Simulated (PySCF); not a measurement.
**FGeH₅N₂: geometry, NMR shifts, spin-spin couplings, electronic excitations and core binding energies**

Aim: predict the NMR shifts, spin-spin couplings, electronic excitations and core binding energies of FGeH₅N₂ (`[NH2][GeH]([NH2])[F]`).

Programs: PySCF 2.14.0, with density-fitted response routines of our own. Each step states its level of theory. These are calculated values for one molecule in the gas phase, unless marked as measured. Atoms are numbered from 0 throughout.

### Step 1. The molecule as given

9 atoms, charge 0, multiplicity 1; geometry from: GFN2-xTB.

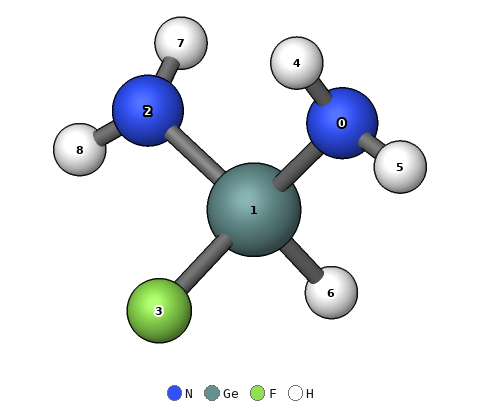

The starting geometry (nitrogen blue, germanium teal, fluorine green, hydrogen white), atoms numbered.

### Step 2. Relaxing the molecule at PBE0-D3(BJ)/def2-SVP

The job: settings as JSON, then the geometry in Å.

```
{"job": {"xc": "PBE0", "basis": "def2-SVP", "d3": "d3bj", "grid": 1, "kind": "geom"}, "charge": 0, "multiplicity": 1}
N     -1.410241     0.412296     0.510097
Ge     0.009198    -0.550348    -0.019476
N      1.400790     0.577678    -0.179332
F     -0.165301    -1.135566    -1.673707
H     -1.522082     1.309025     0.057495
H     -2.306742    -0.050119     0.547018
H      0.096694    -1.834649     0.752095
H      1.705010     1.051271     0.657667
H      2.206236     0.226405    -0.677036
```

What it wrote:

```text
step   0  E = -2288.51888929  max force = 0.019025
step   1  E = -2288.51995813  max force = 0.014509
step   2  E = -2288.52028928  max force = 0.002401
step   3  E = -2288.52031289  max force = 0.000568
step   4  E = -2288.52031908  max force = 0.000367
optimisation converged
```

Run time: 12 s. Hardware: 1 thread, shared host.

Relaxation path:

```
step  energy from step 0 (eV)  largest force component (eV/Å)
   0                   0.0000                          0.9783
   1                  -0.0291                          0.7461
   2                  -0.0381                          0.1235
   3                  -0.0387                          0.0292
   4                  -0.0389                          0.0189
```

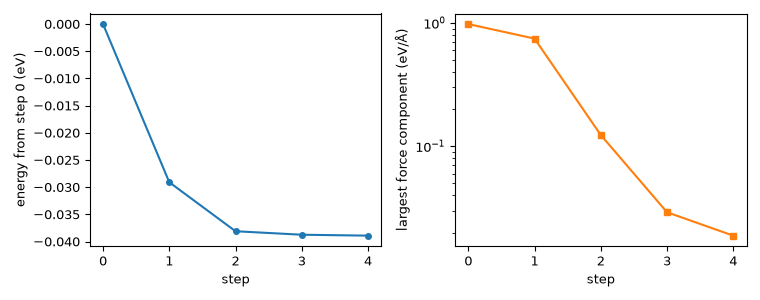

Energy and force, step by step.

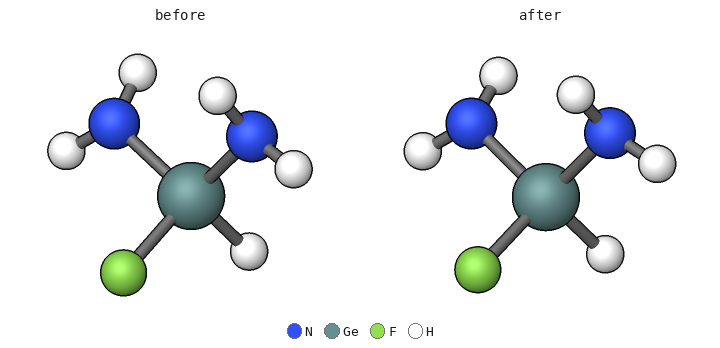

The geometry before (left) and after (right).

Close pairs (by a distance rule), those that changed most:

```
  bond  before (Å)  after (Å)  change (Å)
Ge1–H6       1.501      1.537      +0.036
Ge1–N2       1.798      1.812      +0.013
Ge1–F3       1.763      1.750      -0.013
N0–Ge1       1.795      1.805      +0.010
 N2–H7       1.009      1.015      +0.007
 N0–H5       1.009      1.015      +0.006
 N0–H4       1.011      1.016      +0.005
 N2–H8       1.010      1.015      +0.005
```

The final coordinates are the input of the step that follows.

```
                         at the end point                value
  point group (found at 0.08 Å tolerance)                   C1
rotational constants (GHz, main isotopes)  5.762, 5.197, 3.360
                        dipole moment (D)                 2.00
```

### Step 3. NMR shieldings: PBE0/pcSseg-1

The job: settings as JSON, then the geometry in Å.

```
{"job": {"kind": "nmr", "xc": "PBE0", "basis": "pcSseg-1"}, "charge": 0, "multiplicity": 1}
N     -1.350549     0.360727     0.501844
Ge     0.019292    -0.626191    -0.135679
N      1.441762     0.491778    -0.230349
F     -0.190713    -1.131281    -1.798146
H     -1.508181     1.239186     0.015982
H     -2.232650    -0.118436     0.652353
H      0.107450    -1.942979     0.651417
H      1.745753     0.890939     0.652533
H      2.242797     0.141356    -0.746559
```

Method: GIAO PBE0/pcSseg-1 NMR shielding, non-relativistic, gas phase.

What it wrote:

```text
coarse grid: 35320 points
cycle   1  E = -2288.5585350330  dE = -4.414e-01  |g| = 1.142e+00  |ddm| = 2.774e+00
cycle   2  E = -2288.3842817404  dE =  1.743e-01  |g| = 1.532e+00  |ddm| = 1.421e+00
cycle   3  E = -2288.7008580373  dE = -3.166e-01  |g| = 1.655e-01  |ddm| = 9.556e-01
cycle   4  E = -2288.7042964985  dE = -3.438e-03  |g| = 6.897e-02  |ddm| = 1.143e-01
cycle   5  E = -2288.7048998011  dE = -6.033e-04  |g| = 1.506e-02  |ddm| = 4.459e-02
cycle   6  E = -2288.7049468223  dE = -4.702e-05  |g| = 3.104e-03  |ddm| = 1.143e-02
cycle   7  E = -2288.7049482304  dE = -1.408e-06  |g| = 5.156e-04  |ddm| = 2.349e-03
final grid: 73488 points
cycle   8  E = -2288.7048874582  dE = -4.341e-08  |g| = 4.870e-04  |ddm| = 9.904e-04
cycle   9  E = -2288.7048874581  dE =  1.564e-10  |g| = 5.583e-04  |ddm| = 7.862e-04
cycle  10  E = -2288.7048874962  dE = -3.811e-08  |g| = 5.363e-05  |ddm| = 3.534e-04
cycle  11  E = -2288.7048874967  dE = -5.321e-10  |g| = 1.921e-05  |ddm| = 4.981e-05
converged SCF energy = -2288.7048874967

GIAO shielding tensors (ppm)
atom      isotropic    diamagn.    paramagn.     s11        s22        s33       span
  0 N      233.703     320.508     -86.806    210.990    221.728    268.391     57.401
  1 Ge    1288.185    2755.444   -1467.260   1216.185   1294.001   1354.368    138.183
  2 N      248.407     319.950     -71.543    206.319    269.029    269.872     63.553
  3 F      340.200     477.378    -137.177    304.144    328.811    387.646     83.502
  4 H       30.355      31.419      -1.064     23.158     26.138     41.769     18.611
  5 H       30.467      30.390       0.077     23.285     25.562     42.555     19.269
  6 H       25.578      27.503      -1.925     19.509     19.759     37.465     17.956
  7 H       31.091      31.263      -0.171     23.119     26.647     43.508     20.389
  8 H       30.942      30.252       0.690     23.037     26.480     43.310     20.273
```

Wall time 6.7 s (1 thread, shared host).

The references, computed at this level on geometries of the same kind, shield at (ppm): ¹H TMS 31.27, ¹⁹F CFCl3 177.2, ¹⁵N NH3 265.7, ⁷³Ge GeMe4 1330. Their shielding less the atom's gives the shift. The references are single molecules in the gas phase, so shifts against H2O, NH3, PH3, H3PO4 or CFCl3 are not on the usual liquid scales and can be off by tens of ppm. Atoms listed in one row are averaged.

```
         atoms                               environment  σ (ppm)  δ (ppm)
            H6  hydrogen on a germanium bonded to F, 2 N    25.58     5.69
H4, H5, H7, H8       hydrogen on a nitrogen bonded to Ge    30.71     0.55
        N0, N2                nitrogen bonded to Ge, 2 H    241.1     24.6
           Ge1             germanium bonded to F, 2 N, H     1288       42
            F3                     fluorine bonded to Ge    340.2   -163.0
```

Charges from the same density, by scheme (e):

```
 atoms  Mulliken    IAO  Hirshfeld  ESP fit
N0, N2     -0.68  -0.81      -0.32    -0.94
   Ge1      1.13   1.25       0.52     0.94
    F3     -0.51  -0.55      -0.28    -0.38
```

ESP fit charges:

```
atom  value (e)
  N0      -0.98
 Ge1       0.94
  N2      -0.90
  F3      -0.38
  H4       0.39
  H5       0.37
  H6      -0.12
  H7       0.35
  H8       0.35
```

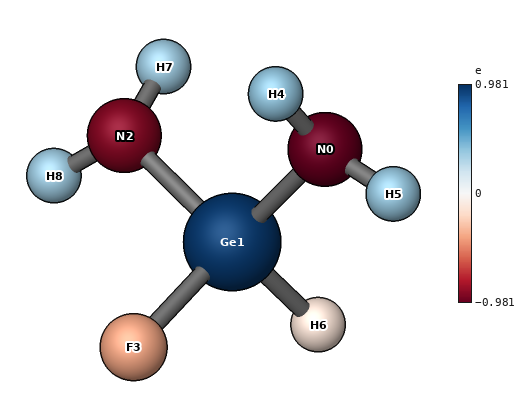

ESP fit charges, as colours on the atoms.

Mayer bond orders: N0–Ge1 1.00, Ge1–N2 0.96, Ge1–F3 0.79.

### Step 4. Spin-spin couplings: B3LYP/pcSseg-1+pcJ-1

Same as in step 3 but for these lines:

```diff
@@ -1,2 +1,2 @@
-{"job": {"kind": "nmr", "xc": "PBE0", "basis": "pcSseg-1"}, "charge": 0, "multiplicity": 1}
+{"job": {"kind": "j", "xc": "B3LYP", "basis": "pcJ-1"}, "charge": 0, "multiplicity": 1}
 N     -1.350549     0.360727     0.501844
```

With the program's defaults for keys left out, this is: B3LYP/pcJ-1 Ge:pcSseg-1 indirect spin-spin coupling, non-relativistic, gas phase.

What it wrote:

```text
coarse grid: 35320 points
cycle   1  E = -2289.0988456132  dE = -4.205e-01  |g| = 1.244e+00  |ddm| = 2.574e+00
cycle   2  E = -2288.8162089843  dE =  2.826e-01  |g| = 1.811e+00  |ddm| = 1.652e+00
cycle   3  E = -2289.2683368048  dE = -4.521e-01  |g| = 2.051e-01  |ddm| = 1.159e+00
cycle   4  E = -2289.2734672318  dE = -5.130e-03  |g| = 8.599e-02  |ddm| = 1.406e-01
cycle   5  E = -2289.2743218135  dE = -8.546e-04  |g| = 2.292e-02  |ddm| = 5.584e-02
cycle   6  E = -2289.2744273197  dE = -1.055e-04  |g| = 4.231e-03  |ddm| = 1.652e-02
cycle   7  E = -2289.2744299754  dE = -2.656e-06  |g| = 6.790e-04  |ddm| = 3.388e-03
final grid: 73488 points
cycle   8  E = -2289.2743477373  dE = -6.220e-08  |g| = 6.524e-04  |ddm| = 1.334e-03
cycle   9  E = -2289.2743477287  dE =  8.581e-09  |g| = 7.997e-04  |ddm| = 1.152e-03
cycle  10  E = -2289.2743478099  dE = -8.119e-08  |g| = 1.007e-04  |ddm| = 5.339e-04
cycle  11  E = -2289.2743478117  dE = -1.777e-09  |g| = 3.514e-05  |ddm| = 8.831e-05
cycle  12  E = -2289.2743478119  dE = -1.810e-10  |g| = 1.352e-06  |ddm| = 1.929e-05
converged SCF energy = -2289.2743478119

Indirect spin-spin couplings (Hz)
  i      j    bonds     total        FC       PSO       DSO        SD
  0 N    2 N    2      4.620     4.764    -0.123    -0.015    -0.006
  0 N    3 F    2     -2.306     1.891    -0.728     0.259    -3.728
  0 N    4 H    1    -75.397   -71.644    -2.902    -0.468    -0.382
  0 N    5 H    1    -76.317   -72.447    -3.008    -0.457    -0.405
  0 N    6 H    2    -18.215   -18.614     0.093     0.281     0.024
  0 N    7 H    3      0.281     0.244    -0.002     0.048    -0.009
  0 N    8 H    3     -4.714    -4.911    -0.151     0.348     0.001
  2 N    3 F    2     -9.035   -11.731     3.109     0.139    -0.553
  2 N    4 H    3      0.219     0.162     0.046     0.006     0.004
  2 N    5 H    3     -4.682    -4.883    -0.135     0.347    -0.012
  2 N    6 H    2     -1.707    -2.155    -0.011     0.431     0.027
  2 N    7 H    1    -74.453   -70.550    -3.025    -0.460    -0.418
  2 N    8 H    1    -75.224   -71.410    -2.942    -0.462    -0.410
  3 F    4 H    3     -3.097    -3.151     1.348    -1.155    -0.139
  3 F    5 H    3     -3.981    -4.617     1.855    -1.442     0.223
  3 F    6 H    2     75.022    79.280    -0.842    -2.374    -1.042
  3 F    7 H    3     14.772    17.119     0.768    -3.467     0.353
  3 F    8 H    3     -2.505    -2.105    -0.125    -0.089    -0.187
  4 H    5 H    2     -5.750    -7.962     5.624    -3.768     0.357
  4 H    6 H    3      8.108    10.617     2.199    -4.698    -0.010
  4 H    8 H    4     -0.906    -0.252     1.469    -2.105    -0.018
  5 H    6 H    3     -1.776    -1.326     0.197    -0.675     0.028
  5 H    7 H    4     -1.147    -0.401     1.566    -2.298    -0.015
  5 H    8 H    4      1.479     2.784     1.974    -3.278    -0.001
  6 H    7 H    3     -3.669    -2.332     0.771    -2.119     0.011
  6 H    8 H    3     -3.883    -2.472     0.833    -2.255     0.011
  7 H    8 H    2     -6.219    -8.464     5.633    -3.762     0.374
```

Wall time 24 s (1 thread, shared host).

A choice of the couplings up to four bonds, sorted by the number of bonds, with means over like pairs; isotopes 19F, 1H, 15N:

```
 pair  bonds  J (Hz)  Fermi contact (Hz)
N0–H4      1   -75.3               -71.5
F3–H6      2    75.0                79.3
N0–H6      2   -10.0               -10.4
H4–H5      2    -6.0                -8.2
N0–F3      2    -5.7                -4.9
N0–N2      2     4.6                 4.8
N0–H7      3    -2.2                -2.3
F3–H4      3     1.3                 1.8
```

The response was solved for the nuclei of F, H, N alone, so couplings that need other nuclei can be missing.

Quadrupole couplings from the field gradients of the same density:

```
atom  isotope  eQq/h (MHz)     η
 Ge1     73Ge        -66.5  0.40
  N2      14N       -4.664  0.17
  N0      14N       -4.499  0.20
```

Joined with the shifts from before (PBE0/pcSseg-1, unscaled), the couplings predict the line list below for 500 MHz.

¹H NMR δ 5.69 (d, J = 75.0 Hz, 1H), 0.55 (br s, 4H).

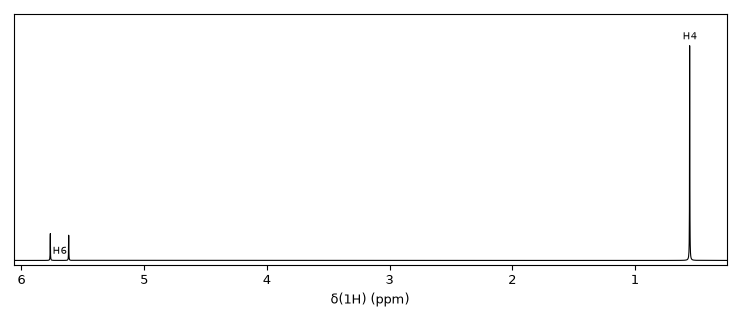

Simulated proton spectrum at 500 MHz, by exact diagonalisation of each spin system; lines 1.2 Hz wide, exchangeable protons uncoupled.

(Part 1 of 2 ends here.)
